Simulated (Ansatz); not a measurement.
## Electronic structure of ClF$_{2}$H$_{2}$NTi···H$_{2}$ in real space

```xyz
9

Ti    0.2946    0.0001    0.0821
Cl    0.5360   -0.0005    2.2809
N     1.9511    0.0002   -0.7097
H     2.4815   -0.8392   -0.9329
H     2.4826    0.8393   -0.9311
F    -0.4764    1.4710   -0.4266
F    -0.4762   -1.4706   -0.4276
H    -2.7801    0.0007    0.8804
H    -2.4032   -0.0010    1.5371
```

Computed with Ansatz, RKS r2SCANh/def2-SVP.

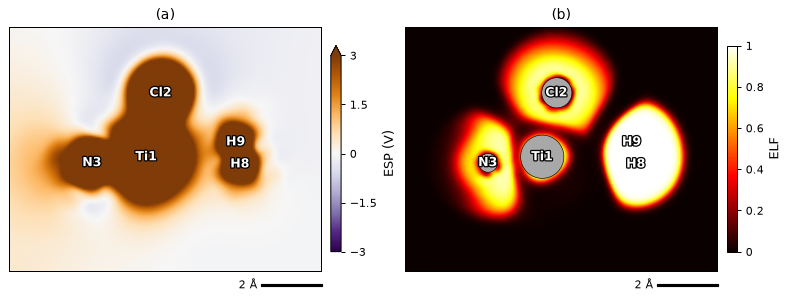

Figure 1. (a) electrostatic potential; (b) ELF on the plane of atoms Cl2, Ti1 and N3. Grey discs cover the atomic cores in the ELF map.

Question: What do the fields say about this system?

Answer:
- Atoms in the plane: Ti, Cl, N and H.
- Ti1···H9 (3.07 Å): the ELF dips to about 0 between them.
- Ti–N (1.84 Å): the ELF peaks at about 0.85 in the valence shell of N, 0.6 Å from its nucleus, and is about 0.30 at the midpoint.
- Ti–Cl (2.21 Å): the ELF peaks at about 0.85 in the valence shell of Cl, 0.8 Å from its nucleus, and is about 0.40 at the midpoint.
- H–H (0.76 Å): the ELF is about 1 at the midpoint.
- Outside the dense part of the complex the potential is most negative (−0.6 V) near Cl2.

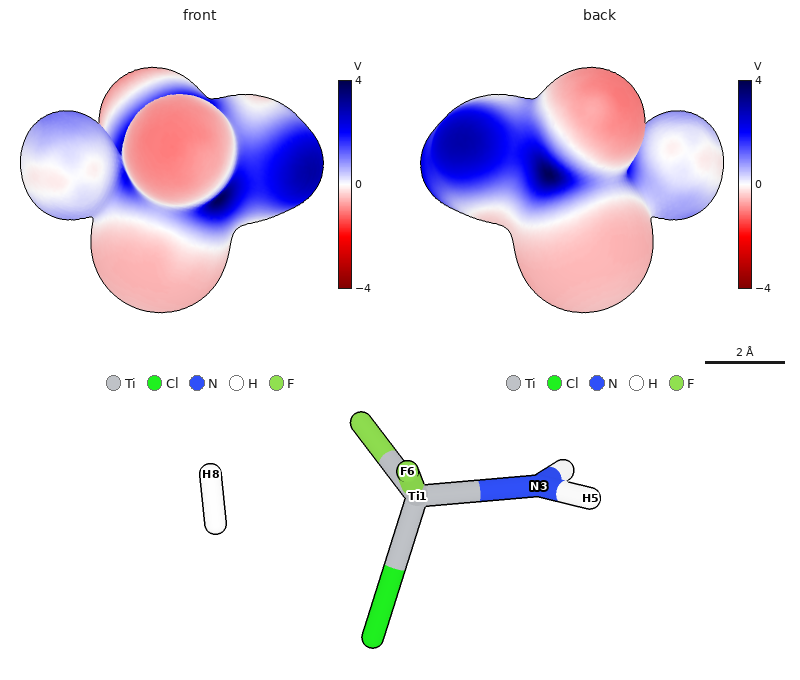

Figure 2. The electrostatic potential painted on the density surface at 0.004 e/bohr³, seen from the front and from behind; red is negative and blue positive. The bare structure is drawn below in the same view.

Question: Which sites attract a positive test charge, and which a negative one?

Answer: A positive charge is drawn to the negative regions and a negative charge to the positive ones. The most negative region (about −1.0 V) lies over F6 and F7, the most positive (about +3.5 V) over Ti1.

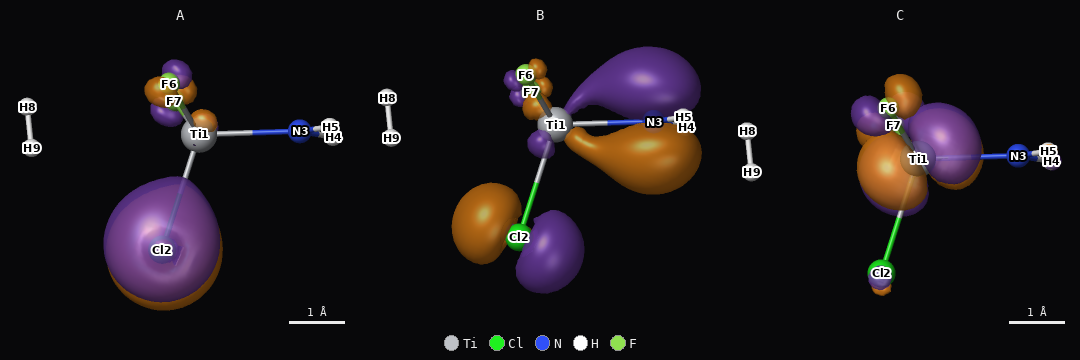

Figure 3. Three frontier orbitals at ±0.15 Å⁻³ᐟ² (orange and purple are the two phases), in no order.

Question: Which picture is the HOMO−1, the HOMO and the LUMO?

Answer: A is the HOMO−1 (−8.63 eV). Its weight (Hirshfeld) is mainly on Cl2 (about 85 %) and Ti1 (about 10 %); largely a lone pair of Cl2. B is the HOMO (−7.80 eV). It lies mainly on N3 (about 50 %), Cl2 (about 25 %) and Ti1 (about 10 %); largely a combination of lone pairs on N3 and Cl2. C is the LUMO (−3.10 eV). It lies mainly on Ti1 (about 80 %), F6 (about 5 %) and F7 (about 5 %).

Question: What is the HOMO–LUMO gap?

Answer: 4.70 eV between the orbital energies.
